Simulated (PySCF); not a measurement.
**C₈H₇N₃: NMR shifts in solvents**

Aim: compute the NMR shifts of C₈H₇N₃ (`C/N=C\c1cc(C#N)ccn1`), and see what a dielectric continuum does where one was used.

The runs use PySCF 2.14.0, with density-fitted response routines of our own; the level of theory stands in each step. All values are computed, except where a source is named. Atoms are numbered from 0 throughout.

## (1) The molecule as given

18 atoms, charge 0, multiplicity 1; geometry from: GFN2-xTB. The atoms were then displaced at random by about 0.01 Å, so the start is not that level's minimum.

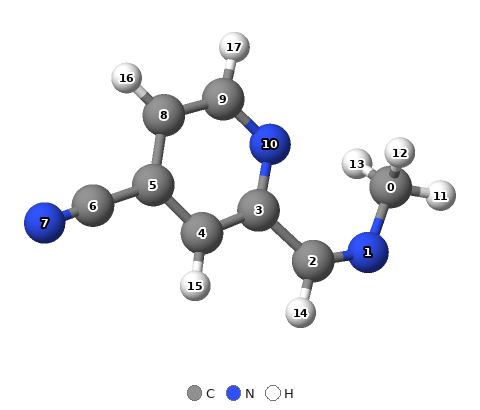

The starting geometry (carbon grey, nitrogen blue, hydrogen white), atoms numbered.

## (2) Optimising the geometry at PBE0-D3(BJ)/def2-SVP

What the job is given:

```
{"job": {"xc": "PBE0", "basis": "def2-SVP", "d3": "d3bj", "grid": 1, "shake": 0.01, "kind": "geom"}, "charge": 0, "multiplicity": 1}
C     -2.961020    -0.899720     0.240050
N     -2.593450    -0.352010    -1.034060
C     -1.440540     0.048170    -1.299040
C     -0.187220     0.090270    -0.443460
C      0.972480     0.575570    -0.980840
C      2.099530     0.617830    -0.159010
C      3.342630     1.105700    -0.658810
N      4.339230     1.514100    -1.075720
C      2.003770     0.156600     1.177440
C      0.769820    -0.320190     1.590800
N     -0.310530    -0.353000     0.824780
H     -4.031770    -1.134630     0.174050
H     -2.860410    -0.135040     1.025440
H     -2.414460    -1.755540     0.507330
H     -1.271570     0.415810    -2.298450
H      1.025190     0.947530    -1.982370
H      2.863920     0.173120     1.811920
H      0.626860    -0.682620     2.594210
```

Command:

```bash
> OMP_NUM_THREADS=1 python probes_run.py task.json out
```

One launch serves the whole session: the jobs run in the order shown.

Log:

```text
step   0  E = -472.38140001  max force = 0.052549
step   1  E = -472.38852367  max force = 0.012573
step   2  E = -472.38866006  max force = 0.003427
step   3  E = -472.38768821  max force = 0.013841
step   4  E = -472.38889618  max force = 0.001930
step   5  E = -472.38889972  max force = 0.002946
step   6  E = -472.38896778  max force = 0.001088
step   7  E = -472.38893211  max force = 0.001628
step   8  E = -472.38896372  max force = 0.000867
step   9  E = -472.38897183  max force = 0.000258
optimisation converged
```

Run time: 3.6 min. Hardware: 1 thread of Arm Neoverse V1, shared host; peak memory 0.8 GiB.

The steps of the relaxation: (the energy doesn't fall at every step)

```tsv
step	energy from step 0 (eV)	largest force component (eV/Å)
0	0.0000	2.7022
1	-0.1938	0.6465
2	-0.1976	0.1762
3	-0.1711	0.7117
4	-0.2040	0.0992
5	-0.2041	0.1515
6	-0.2059	0.0559
7	-0.2050	0.0837
8	-0.2058	0.0446
9	-0.2060	0.0133
```

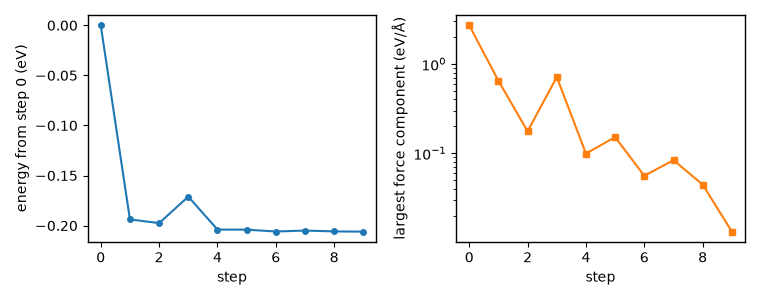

Energy and force, step by step.

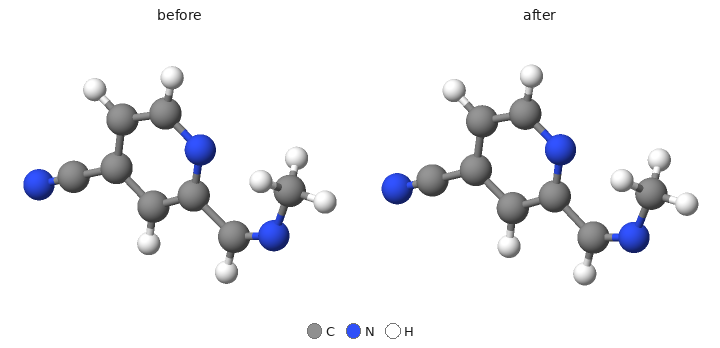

The geometry before (left) and after (right).

Distances of close pairs at the start and the end, largest changes first:

```tsv
bond	before (Å)	after (Å)	change (Å)
C0–H13	1.050	1.102	+0.052
C2–C3	1.518	1.483	-0.035
C3–C4	1.367	1.403	+0.035
C2–H14	1.078	1.103	+0.025
C4–H15	1.070	1.091	+0.022
C8–H16	1.069	1.091	+0.022
C9–H17	1.076	1.096	+0.019
N1–C2	1.249	1.267	+0.019
```

The end geometry stands in the next job.

```tsv
at the end point	value
rotational constants (GHz, main isotopes)	3.116, 0.616, 0.516
dipole moment (D)	2.41
```

## (3) NMR shieldings: PBE0/pcSseg-1 in dichloromethane

What the job is given:

```
{"job": {"kind": "nmr", "xc": "PBE0", "basis": "pcSseg-1", "solvent": "dichloromethane", "pop": true}, "charge": 0, "multiplicity": 1}
C     -3.140319    -0.751906     0.195070
N     -2.722085    -0.202842    -1.065513
C     -1.543640     0.194459    -1.309556
C     -0.336389     0.217220    -0.449201
C      0.844342     0.744516    -0.992228
C      1.995123     0.776162    -0.201980
C      3.222421     1.306121    -0.719978
N      4.215385     1.732874    -1.137182
C      1.927903     0.279318     1.105441
C      0.706052    -0.222624     1.547061
N     -0.390782    -0.255717     0.800823
H     -4.211687    -0.994766     0.145039
H     -2.967274    -0.053919     1.030334
H     -2.577455    -1.664059     0.452216
H     -1.362635     0.594015    -2.322012
H      0.862573     1.123501    -2.015615
H      2.804461     0.285868     1.754546
H      0.616387    -0.619835     2.564232
```

Level: GIAO PBE0/pcSseg-1 NMR shielding, non-relativistic, IEF-PCM dichloromethane.

Log:

```text
coarse grid: 16216 points
cycle   1  E = -472.5507829145  dE =  1.848e+00  |g| = 4.849e-01  |ddm| = 4.345e+00
cycle   2  E = -472.4213329994  dE =  1.294e-01  |g| = 9.207e-01  |ddm| = 1.541e+00
cycle   3  E = -472.6070917055  dE = -1.858e-01  |g| = 1.096e-01  |ddm| = 9.166e-01
cycle   4  E = -472.6090178715  dE = -1.926e-03  |g| = 6.330e-02  |ddm| = 1.349e-01
cycle   5  E = -472.6098364849  dE = -8.186e-04  |g| = 1.988e-02  |ddm| = 5.893e-02
cycle   6  E = -472.6099141051  dE = -7.762e-05  |g| = 6.181e-03  |ddm| = 2.128e-02
cycle   7  E = -472.6099220120  dE = -7.907e-06  |g| = 1.650e-03  |ddm| = 6.483e-03
final grid: 160248 points
cycle   8  E = -472.6706046889  dE = -4.250e-05  |g| = 7.209e-03  |ddm| = 5.153e-02
cycle   9  E = -472.6706016224  dE =  3.067e-06  |g| = 8.370e-03  |ddm| = 1.508e-02
cycle  10  E = -472.6706166762  dE = -1.505e-05  |g| = 1.871e-03  |ddm| = 8.234e-03
cycle  11  E = -472.6706174450  dE = -7.687e-07  |g| = 5.120e-04  |ddm| = 1.907e-03
cycle  12  E = -472.6706174977  dE = -5.273e-08  |g| = 1.854e-04  |ddm| = 5.249e-04
cycle  13  E = -472.6706175042  dE = -6.483e-09  |g| = 5.905e-05  |ddm| = 1.742e-04
cycle  14  E = -472.6706175049  dE = -7.149e-10  |g| = 1.854e-05  |ddm| = 6.392e-05
converged SCF energy = -472.6706175049

GIAO shielding tensors (ppm)
atom      isotropic    diamagn.    paramagn.     s11        s22        s33       span
  0 C      138.558     248.819    -110.262    119.959    132.497    163.217     43.258
  1 N     -138.766     327.341    -466.107   -534.370   -156.619    274.692    809.062
  2 C       21.701     249.412    -227.711    -77.556     37.723    104.935    182.491
  3 C       28.802     254.768    -225.965    -77.088     20.520    142.975    220.062
  4 C       46.782     254.018    -207.237    -54.257     22.404    172.199    226.457
  5 C       58.530     258.532    -200.001    -53.519     60.725    168.385    221.905
  6 C       58.812     256.743    -197.931    -64.692    -51.216    292.344    357.036
  7 N      -45.090     340.903    -385.994   -190.415   -182.079    237.223    427.638
  8 C       52.475     252.250    -199.775    -54.464     35.021    176.868    231.331
  9 C       28.529     249.411    -220.883    -81.574     18.441    148.719    230.294
 10 N     -106.824     334.253    -441.077   -473.040   -151.223    303.790    776.831
 11 H       26.832      27.232      -0.401     22.937     26.989     30.568      7.631
 12 H       27.105      30.684      -3.579     22.761     27.739     30.816      8.054
 13 H       27.141      30.867      -3.726     22.886     27.576     30.962      8.076
 14 H       22.722      29.355      -6.633     19.248     23.074     25.844      6.596
 15 H       23.286      32.300      -9.013     19.899     21.840     28.120      8.221
 16 H       23.521      29.429      -5.908     20.379     22.362     27.822      7.443
 17 H       22.006      29.255      -7.249     17.872     21.898     26.248      8.377
```

It took 50 s on 1 thread of Arm Neoverse V1, shared host; peak memory 1.1 GiB.

Shifts follow as δ = σ(reference) − σ, with reference shieldings (ppm) from runs at the same level and on the same kind of geometry: ¹H TMS 31.24, ¹³C TMS 185.3, ¹⁵N NH3 268.2. The references are single molecules in the same continuum, so shifts against H2O, NH3, PH3, H3PO4 or CFCl3 are not on the usual liquid scales and can be off by tens of ppm. Atoms listed in one row are averaged.

```tsv
atoms	environment	σ (ppm)	δ (ppm)
C2	C=N carbon	21.7	163.6
C9	aromatic CH next to a ring nitrogen	28.5	156.8
C3	substituted aromatic carbon next to a ring nitrogen	28.8	156.5
C4	aromatic CH	46.8	138.5
C8	aromatic CH	52.5	132.8
C5	substituted aromatic carbon	58.5	126.8
C6	nitrile carbon	58.8	126.5
C0	methyl carbon bonded to N	138.6	46.8
H17	hydrogen on an aromatic CH next to a ring nitrogen	22.01	9.24
H14	hydrogen on a C=N carbon	22.72	8.52
H15	hydrogen on an aromatic CH	23.29	7.96
H16	hydrogen on an aromatic CH	23.52	7.72
H11, H12, H13	hydrogen on a methyl carbon bonded to N	27.03	4.22
N1	imine nitrogen	-138.8	406.9
N10	pyridine-type ring nitrogen	-106.8	375.0
N7	nitrile nitrogen	-45.1	313.3
```

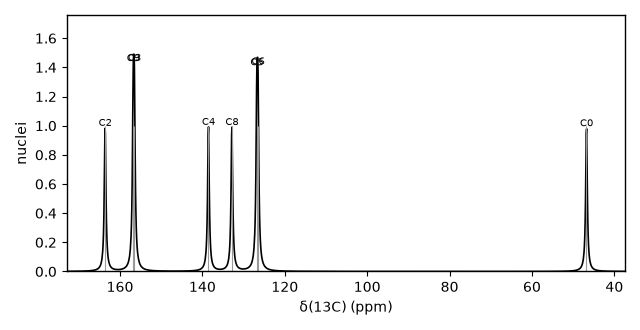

¹³C lines at the computed shifts, without couplings. Lines are broadened to a width of 0.47 ppm (Lorentzian).

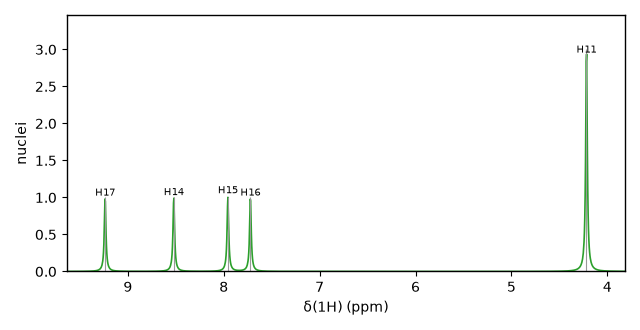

¹H lines at the computed shifts, without couplings. Lines are broadened to a width of 0.02 ppm (Lorentzian).

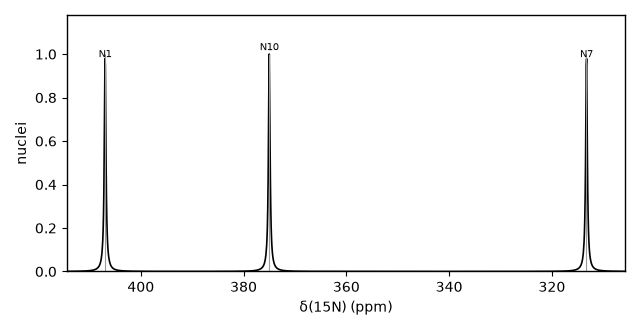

¹⁵N lines at the computed shifts, without couplings. Lines are broadened to a width of 0.37 ppm (Lorentzian).

The run also stored atomic charges by several schemes (e):

```tsv
atoms	Mulliken	IAO	Hirshfeld	ESP fit
C0	-0.11	-0.31	-0.08	0.14
N1	-0.46	-0.27	-0.17	-0.52
C2	0.17	0.01	0.03	0.02
C3	0.08	0.09	0.06	0.94
C4	0.04	-0.14	-0.02	-0.91
C5	-0.17	-0.02	0.03	0.45
C6	0.20	0.17	0.10	0.36
N7	-0.29	-0.27	-0.24	-0.49
C8	-0.06	-0.14	-0.02	-0.54
C9	0.18	0.00	0.03	0.38
N10	-0.47	-0.27	-0.12	-0.68
```

IAO charges:

C0 -0.31; N1 -0.27; C2 0.01; C3 0.09; C4 -0.14; C5 -0.02; C6 0.17; N7 -0.27; C8 -0.14; C9 0.00; N10 -0.27; H11 0.15; H12 0.15; H13 0.15; H14 0.15; H15 0.19; H16 0.19; H17 0.18

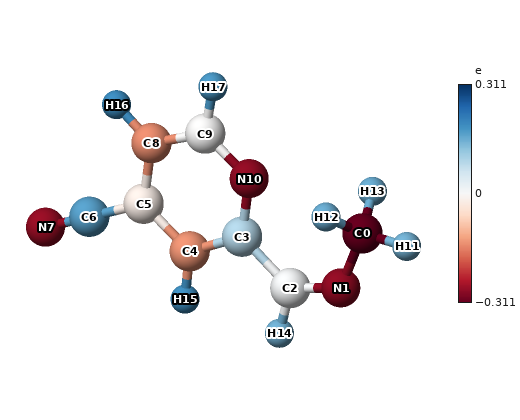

IAO charges, as colours on the atoms.

Mayer bond orders: C0–N1 0.98, N1–C2 1.94, C2–C3 1.04, C3–C4 1.26, C4–C5 1.35, C5–C6 1.04, C6–N7 3.03, C5–C8 1.35, C8–C9 1.39, C9–N10 1.49, N10–C3 1.46.

Ring of atoms C3, C4, C5, C8, C9, N10: NICS(0) -8.0, NICS(1) -11.3, NICS(1)zz -27.1 ppm (means of both faces).

## (4) NMR shieldings: PBE0/pcSseg-1 in methanol

The job, as its differences from that of step 3:

```diff
@@ -1,2 +1,2 @@
-{"job": {"kind": "nmr", "xc": "PBE0", "basis": "pcSseg-1", "solvent": "dichloromethane", "pop": true}, "charge": 0, "multiplicity": 1}
+{"job": {"kind": "nmr", "xc": "PBE0", "basis": "pcSseg-1", "solvent": "methanol", "pop": false}, "charge": 0, "multiplicity": 1}
 C     -3.140319    -0.751906     0.195070
```

With the program's defaults for keys left out, this is: GIAO PBE0/pcSseg-1 NMR shielding, non-relativistic, IEF-PCM methanol.

Log:

```text
coarse grid: 16216 points
cycle   1  E = -472.5541770868  dE =  1.845e+00  |g| = 4.801e-01  |ddm| = 4.345e+00
cycle   2  E = -472.4336680239  dE =  1.205e-01  |g| = 8.964e-01  |ddm| = 1.491e+00
cycle   3  E = -472.6091134772  dE = -1.754e-01  |g| = 1.082e-01  |ddm| = 8.790e-01
cycle   4  E = -472.6110063358  dE = -1.893e-03  |g| = 6.154e-02  |ddm| = 1.309e-01
cycle   5  E = -472.6117800359  dE = -7.737e-04  |g| = 1.927e-02  |ddm| = 5.697e-02
cycle   6  E = -472.6118529655  dE = -7.293e-05  |g| = 5.975e-03  |ddm| = 2.024e-02
cycle   7  E = -472.6118603346  dE = -7.369e-06  |g| = 1.592e-03  |ddm| = 6.246e-03
final grid: 160248 points
cycle   8  E = -472.6725315179  dE = -4.267e-05  |g| = 7.175e-03  |ddm| = 5.148e-02
cycle   9  E = -472.6725288523  dE =  2.666e-06  |g| = 8.239e-03  |ddm| = 1.480e-02
cycle  10  E = -472.6725434088  dE = -1.456e-05  |g| = 1.844e-03  |ddm| = 7.996e-03
cycle  11  E = -472.6725441528  dE = -7.441e-07  |g| = 4.974e-04  |ddm| = 1.835e-03
cycle  12  E = -472.6725442023  dE = -4.950e-08  |g| = 1.807e-04  |ddm| = 5.083e-04
cycle  13  E = -472.6725442085  dE = -6.152e-09  |g| = 5.695e-05  |ddm| = 1.703e-04
cycle  14  E = -472.6725442092  dE = -6.688e-10  |g| = 1.790e-05  |ddm| = 6.204e-05
converged SCF energy = -472.6725442092

GIAO shielding tensors (ppm)
atom      isotropic    diamagn.    paramagn.     s11        s22        s33       span
  0 C      138.684     248.826    -110.142    120.090    132.512    163.451     43.361
  1 N     -134.070     327.681    -461.751   -522.516   -154.473    274.779    797.295
  2 C       21.127     249.422    -228.296    -77.674     35.692    105.362    183.035
  3 C       28.787     254.696    -225.910    -76.861     20.331    142.889    219.750
  4 C       46.274     253.837    -207.563    -54.923     21.180    172.565    227.488
  5 C       58.649     258.636    -199.987    -53.348     61.101    168.196    221.544
  6 C       58.354     256.737    -198.383    -65.281    -51.729    292.071    357.352
  7 N      -42.410     341.140    -383.550   -187.051   -178.089    237.910    424.960
  8 C       51.977     252.033    -200.056    -55.067     33.734    177.264    232.331
  9 C       28.423     249.443    -221.020    -81.541     17.900    148.910    230.452
 10 N     -106.293     334.373    -440.666   -471.267   -151.320    303.708    774.975
 11 H       26.855      27.265      -0.411     22.933     27.018     30.614      7.681
 12 H       27.100      30.671      -3.572     22.750     27.715     30.833      8.083
 13 H       27.137      30.856      -3.719     22.877     27.553     30.981      8.105
 14 H       22.714      29.321      -6.607     19.209     23.081     25.853      6.644
 15 H       23.214      32.223      -9.009     19.802     21.783     28.056      8.254
 16 H       23.451      29.353      -5.902     20.284     22.293     27.776      7.492
 17 H       21.976      29.193      -7.217     17.825     21.902     26.202      8.377
```

It took 42 s on 1 thread of Arm Neoverse V1, shared host; peak memory 1.2 GiB.

This run: δ C2 164.3, C9 157.0, C3 156.7, C4 139.2, H17 9.26, H14 8.53 ppm.

## (5) Run by run: NMR shifts

Shifts (ppm) of some atoms, chosen among heavy atoms and hydrogens apart, with basis size and wall time:

```tsv
run	C2	C4	C8	H15	H16	N1	N7	functions	time
PBE0/pcSseg-1 in dichloromethane	163.6	138.5	132.8	7.96	7.72	406.9	313.3	222	50 s
PBE0/pcSseg-1 in methanol	164.3	139.2	133.5	8.03	7.79	402.6	310.9	222	42 s
```

The continuum's effect on the ground state:

```tsv
solvent	ε	polarisation energy (Eh)	μ (D)
dichloromethane	8.93	-0.0147	2.99
methanol	32.61	-0.0174	3.04
```

## (6) Summary of results

| quantity | value |
| --- | --- |
| rotational constants (main isotopes) | 3.12, 0.62, 0.52 GHz |
| ¹³C shifts against TMS (PBE0/pcSseg-1, dichloromethane) | 163.6, 156.8, 156.5, 138.5, 132.8, 126.8, 126.5, 46.8 ppm |
| ¹H shifts against TMS (PBE0/pcSseg-1, dichloromethane, means over atoms taken as alike) | 9.24, 8.52, 7.96, 7.72, 4.22 ppm |
| ¹⁵N shifts against NH3 (PBE0/pcSseg-1, dichloromethane) | 406.9, 375.0, 313.3 ppm |
| range of the shift of N1 | 402.6 to 406.9 ppm |

Over 9 steps the energy fell by 0.206 eV; of the close pairs, C0–H13 changed most, 1.050 to 1.102 Å. NICS(1)zz of -27 ppm above the planar ring from C3 marks a diatropic (aromatic) ring current. In ppm, N1 moves most: its shift spreads over 4.4 ppm, from 402.6 (PBE0/pcSseg-1 in methanol) to 406.9 (PBE0/pcSseg-1 in dichloromethane). The continuum holds electrostatics alone: no hydrogen bonds to the solvent, and the gas-phase geometry is kept.
